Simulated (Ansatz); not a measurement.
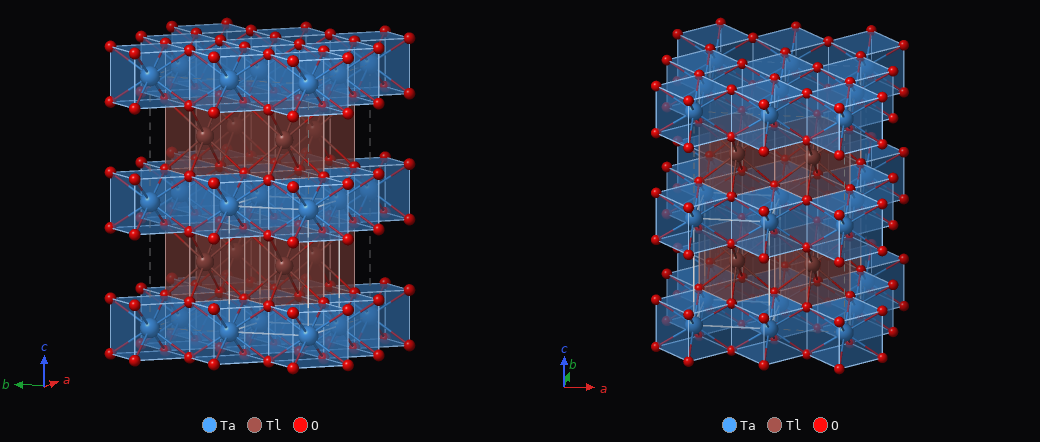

Polyhedra are drawn about Ta and Tl (bonds: O–Ta below 2.4 Å and O–Tl below 2.6 Å); other atoms are plain spheres. Two views of the same piece.

TaTlO4 (space group P4/mmm, No. 123). Coordinates: the end point of a relaxation with Ansatz 0.2.0, DFT PBE, scalar-relativistic, plane waves, PAW; the starting structure was generated, so it need not be a known form of this composition.

Sharing among the drawn polyhedra:

```
site  polyhedron  corner-sharing neighbours  edge-sharing  face-sharing  bond (Å)
  Ta   TaO8 cube                          0            12             0      2.15
  Tl   TlO8 cube                          0            12             0      2.35
```

They form a three-dimensional framework of edge-sharing cubes.
